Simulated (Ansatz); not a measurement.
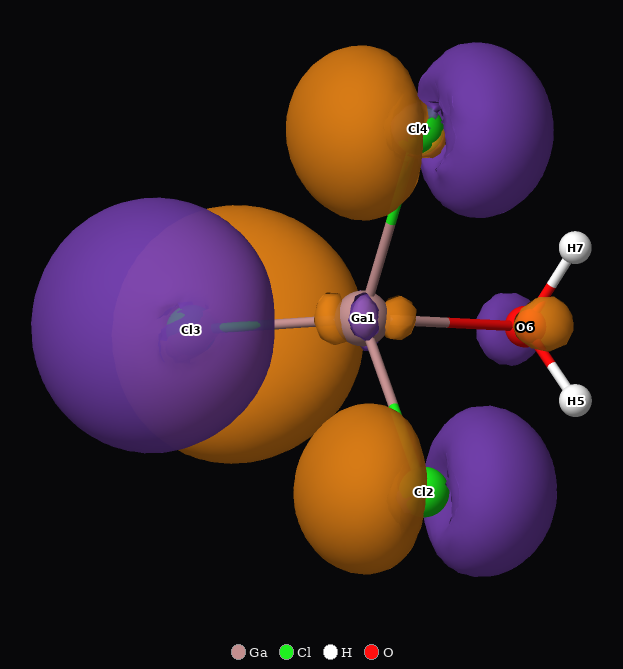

*Cl₃GaH₂O. The HOMO−1 at ±0.08 Å⁻³ᐟ² (orange and purple are the two phases), seen at an oblique angle.*

The calculation used RKS PBE-D4/def2-SVP in Ansatz 0.2.0.

```xyz
7

Ga   -0.7288   -0.4017   -0.2157
Cl    0.2990   -2.2463    0.3283
Cl   -1.4952   -0.1866   -2.2137
Cl   -1.6839    0.6945    1.4070
H     1.6935    0.0739    0.1818
O     1.0367    0.7369   -0.1280
H     0.8788    1.3294    0.6402
```

> Describe this orbital and give its energy.

It lies mainly on Cl3 (about 70 %), Cl2 (about 10 %) and Cl4 (about 10 %); largely a lone pair of Cl3. Its energy is −7.49 eV.
